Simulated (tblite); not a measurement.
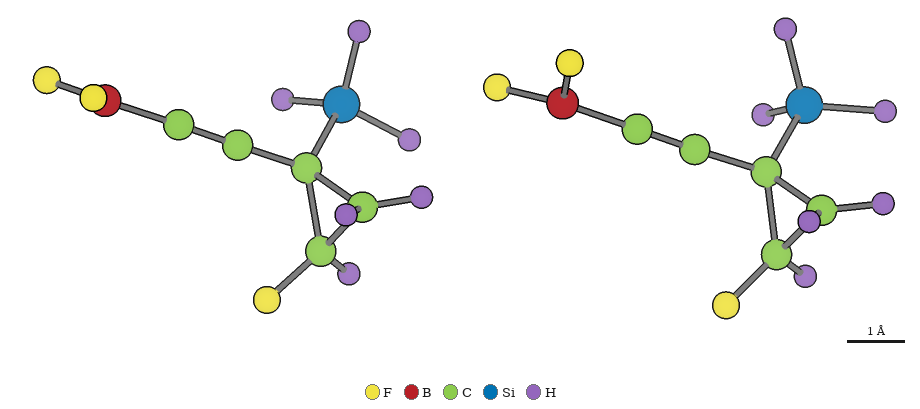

Two geometries of C5H6BF3Si, drawn at one scale. One is the start of a relaxation, the other its converged end. The picture is a ball-and-stick view, seen at a tilt.

Level of theory: tblite 0.8.0, GFN2-xTB geometry optimisation, gas phase. 

**Which of the two is the end point?**

The left one is the relaxed one. After 113 geometry steps the energy has fallen by 1.075 eV. The atom that moves furthest after the best rigid fit is an H atom (0.75 Å). Largest moves by element: H 0.75 Å, F 0.69 Å, C 0.12 Å, B 0.11 Å, Si 0.10 Å. Near-neighbour distances that change, for instance: B–F 1.463 → 1.321 Å, C–C 1.477 → 1.418 Å, C–H 1.132 → 1.079 Å, B–C 1.551 → 1.504 Å. Bond angles that change, for instance: F–B–C 115.9° → 122.9°, C–Si–H 112.0° → 106.2°, H–Si–H 106.7° → 112.5°. Groups turn about C–Si by about 25°. The run took 1.4 s on 1 thread of Arm Neoverse N1 (shared host).
